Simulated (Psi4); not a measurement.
# C2H5FSi (SMILES F/C=C/[SiH3]) at TPSS/cc-pVDZ

Aim: the vertical ionisation energy of C2H5FSi at TPSS/cc-pVDZ, from 2 runs. 

The results are computed with Psi4 1.11.

1 further run of the same task is left out (set aside as unsound or not needed).

### Step 1. Starting point

The species is C2H5FSi (9 atoms), meant as a singlet with charge 0. As SMILES, `F/C=C/[SiH3]`. The coordinates come from a PBE0-D4/def2-TZVP relaxation.

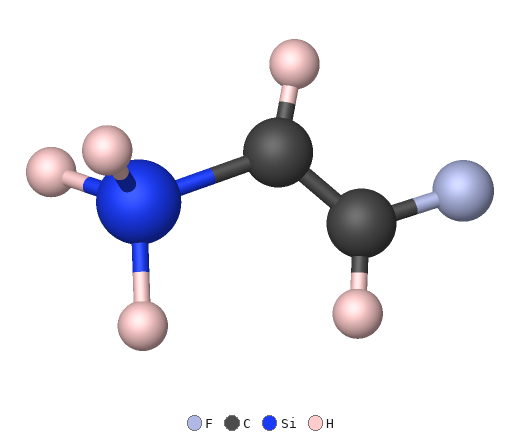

Viewed from a chosen angle; fluorine light blue, carbon dark grey, silicon blue, hydrogen pink.

### Step 2. Energy and forces at TPSS/cc-pVDZ

Input file c2h5fsi.xyz:

```xyz
9
C2H5FSi
F     -1.259900     2.360900     0.506400
C     -0.578300     1.355000    -0.048000
C     -0.336700     0.219900     0.584900
Si     0.614100    -1.145000    -0.228900
H     -0.264200     1.599600    -1.058100
H     -0.716100     0.118100     1.598600
H      1.843700    -1.465600     0.542800
H     -0.206700    -2.381600    -0.316300
H      0.992500    -0.707600    -1.598500
```

Input file calc.py:

```python
import psi4

psi4.set_memory('1600 MB')
psi4.set_num_threads(1)
psi4.set_output_file('output.dat', False)

with open('c2h5fsi.xyz') as f:
    atoms = ''.join(f.readlines()[2:])
m = psi4.geometry('0 1\n' + atoms + 'symmetry c1')

psi4.set_options({
    'puream': True,
    'e_convergence': 1e-09,
    'd_convergence': 1e-08,
    'scf_type': 'pk',
    'dft_radial_points': 99,
    'dft_spherical_points': 590,
})

e_tot = psi4.gradient("tpss/cc-pVDZ", molecule=m)
print('gradient / Eh bohr^-1')
print(e_tot.np.round(6))
```

Command:

```sh
python calc.py
```

output.dat:

```text
[...]
  Running in c1 symmetry.
[...]
  Nuclear repulsion =  148.950259372894351
[...]
  Multiplicity = 1
[...]
  Nalpha       = 20
  Nbeta        = 20
[...]
    Number of basis functions: 85
[...]
   @RKS iter   1:  -468.29732267880718   -1.76861e-01   8.21746e-03 DIIS/ADIIS
[...]
   @RKS iter  12:  -468.57658041666582   -1.42109e-12   3.42666e-09 DIIS
[...]
    Orbital Energies [Eh]
    ---------------------
    Doubly Occupied:
       1A    -65.697131     2A    -24.439546     3A    -10.087869
       4A     -9.994524     5A     -5.120977     6A     -3.496132
       7A     -3.495645     8A     -3.495407     9A     -1.154272
      10A     -0.720050    11A     -0.563160    12A     -0.503130
      13A     -0.471359    14A     -0.419976    15A     -0.407908
      16A     -0.328840    17A     -0.323285    18A     -0.317005
      19A     -0.311380    20A     -0.237429
[...]
  @RKS Final Energy:  -468.57658041666582
   => Energetics <=
    Nuclear Repulsion Energy =            148.9502593728943509
    One-Electron Energy =                -941.7128777381124110
    Two-Electron Energy =                 368.3429228950056995
    DFT Exchange-Correlation Energy =     -44.1568849464535020
    Empirical Dispersion Energy =           0.0000000000000000
    VV10 Nonlocal Energy =                  0.0000000000000000
    Total Energy =                       -468.5765804166658199
[...]
 Multipole Moments:
 ------------------------------------------------------------------------------------
     Multipole            Electronic (a.u.)      Nuclear  (a.u.)        Total (a.u.)
 ------------------------------------------------------------------------------------
 L = 1.  Multiply by 2.5417464519 to convert [e a0] to [Debye]
 Dipole X            :         -3.4650085            3.5442768            0.0792683
 Dipole Y            :          6.2824351           -6.3415239           -0.0590888
 Dipole Z            :          1.5733773           -1.6992406           -0.1258633
 Magnitude           :                                                    0.1600516
[...]
  -Total Gradient:
     Atom            X                  Y                   Z
    ------   -----------------  -----------------  -----------------
       1        0.009079887622    -0.013941984331    -0.006809565044
       2       -0.001015612872    -0.006203694651     0.009049145599
       3       -0.003450499499     0.013240630316    -0.005895307177
       4       -0.002402623489     0.004102439849     0.001463786081
       5       -0.002491700417    -0.001694214052     0.007743852322
       6        0.002796165457     0.000789497705    -0.007510783805
       7       -0.003268936333     0.001115890994    -0.001674822002
       8        0.001759205926     0.003343538719     0.000438210085
       9       -0.000998171286    -0.000765227088     0.003191018388
[...]
```

The script printed:

```text
gradient / Eh bohr^-1
[[ 0.00908  -0.013942 -0.00681 ]
 [-0.001016 -0.006204  0.009049]
 [-0.00345   0.013241 -0.005895]
 [-0.002403  0.004102  0.001464]
 [-0.002492 -0.001694  0.007744]
 [ 0.002796  0.000789 -0.007511]
 [-0.003269  0.001116 -0.001675]
 [ 0.001759  0.003344  0.000438]
 [-0.000998 -0.000765  0.003191]]
```

Wall time 66 s (1 thread of Intel Xeon Platinum 8559C (Emerald Rapids), shared host); peak memory 1.1 GiB.

### Step 3. The doublet cation: a single-point energy at UTPSS/cc-pVDZ

Input file c2h5fsi.py:

```python
import psi4

psi4.set_memory('1600 MB')
psi4.set_num_threads(1)
psi4.set_output_file('psi4.out', False)

molecule = psi4.geometry("""
1 2
F
C 1 1.33558
C 2 1.321887 1 122.76966
Si 3 1.851822 2 121.08732 1 -179.99553
H 2 1.085721 3 125.87484 4 0.00928
H 3 1.08715 2 117.58484 5 -179.99853
H 4 1.486681 3 110.82332 6 -59.90171
H 4 1.486785 7 107.92382 3 -121.51117
H 4 1.486711 7 109.33696 8 -118.83256
symmetry c1
""")

options = {'basis': 'cc-pVDZ', 'reference': 'uks', 'puream': True, 'e_convergence': 1e-09, 'd_convergence': 1e-08, 'scf_type': 'pk', 'dft_radial_points': 99, 'dft_spherical_points': 590, 'maxiter': 100}
psi4.set_options(options)

e, wfn = psi4.energy("tpss", return_wfn=True)
print('E =', round(e, 9))
```

Command:

```sh
python c2h5fsi.py
```

psi4.out:

```text
[...]
  Running in c1 symmetry.
[...]
  Nuclear repulsion =  148.950236211460322
[...]
  Multiplicity = 2
[...]
  Nalpha       = 20
  Nbeta        = 19
[...]
    Number of basis functions: 85
[...]
   @UKS iter   1:  -468.03324799140364    8.72128e-02   6.82812e-03 ADIIS/DIIS
[...]
   @UKS iter  14:  -468.21986792545800   -1.87583e-12   7.07067e-09 DIIS
[...]
   @S^2 Observed:                7.529975308E-01
[...]
    Orbital Energies [Eh]
    ---------------------
    Alpha Occupied:
       1A    -65.913163     2A    -24.714554     3A    -10.376225
       4A    -10.284591     5A     -5.338823     6A     -3.714718
       7A     -3.713467     8A     -3.712119     9A     -1.419453
      10A     -1.008525    11A     -0.818591    12A     -0.748074
      13A     -0.721185    14A     -0.679699    15A     -0.668385
      16A     -0.579929    17A     -0.562201    18A     -0.557064
      19A     -0.520315    20A     -0.513678
    Alpha Virtual:
      21A     -0.306328    22A     -0.179543    23A     -0.170448
      24A     -0.145196    25A     -0.144037    26A     -0.121807
[...]
  @UKS Final Energy:  -468.21986792545800
   => Energetics <=
    Nuclear Repulsion Energy =            148.9502362114603216
    One-Electron Energy =                -931.9187092628242226
    Two-Electron Energy =                 358.5669269029129964
    DFT Exchange-Correlation Energy =     -43.8183217770071565
    Empirical Dispersion Energy =           0.0000000000000000
    VV10 Nonlocal Energy =                  0.0000000000000000
    Total Energy =                       -468.2198679254580043
[...]
 Multipole Moments:
 ------------------------------------------------------------------------------------
     Multipole            Electronic (a.u.)      Nuclear  (a.u.)        Total (a.u.)
 ------------------------------------------------------------------------------------
 L = 1.  Multiply by 2.5417464519 to convert [e a0] to [Debye]
 Dipole X            :         -0.0000132           -0.0000426           -0.0000557
 Dipole Y            :          1.4073632           -1.5861126           -0.1787494
 Dipole Z            :         -6.7159305            7.2903023            0.5743718
 Magnitude           :                                                    0.6015433
[...]
```

The script printed:

```text
E = -468.219867925
```

Wall time 83 s (1 thread of Intel Xeon Platinum 8559C (Emerald Rapids), shared host); peak memory 1.1 GiB.

### Step 4. Outcome

Level: TPSS/cc-pVDZ.

```
                                          quantity          value
                     singlet C2H5FSi: total energy  -468.57658 Eh
                    singlet C2H5FSi: dipole moment         0.41 D
                      singlet C2H5FSi: HOMO energy       -6.46 eV
                      singlet C2H5FSi: LUMO energy       -0.83 eV
                    singlet C2H5FSi: HOMO–LUMO gap        5.64 eV
         singlet C2H5FSi: largest force on an atom     0.924 eV/Å
                      doublet cation: total energy  -468.21987 Eh
doublet cation: HOMO energy (highest over α and β)      -13.98 eV
 doublet cation: LUMO energy (lowest over α and β)      -12.86 eV
                              doublet cation: ⟨S²⟩          0.753
vertical ionisation energy (to the doublet cation)       9.707 eV
```

What this shows: Removing an electron at fixed nuclei costs 9.71 eV (937 kJ/mol). The largest force (singlet C2H5FSi) is 0.92 eV/Å: the shape isn't a stationary point for this species at this level. −ε(HOMO) before ionisation, 6.46 eV, is 3.25 eV below this ionisation energy.
